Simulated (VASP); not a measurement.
Band structure of NaH (rock salt). These are r2SCAN+rVV10, VASP's PBE PAW potentials (set 64) (plane waves; VASP) values and carry that method's errors.

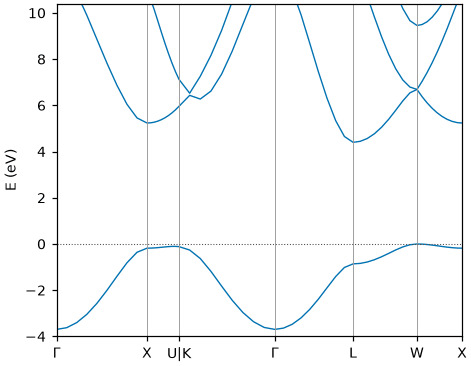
*Bands along high-symmetry lines, zero at the valence-band maximum or, without a gap, the Fermi level*

Task: Read the plot: is there a gap, and where are the band edges?

Result: The gap is indirect, 4.40 eV, from the valence maximum at W to the conduction minimum at L.

The compound is NaH in the rock salt structure. It was relaxed first, which changed the volume by -7 %.
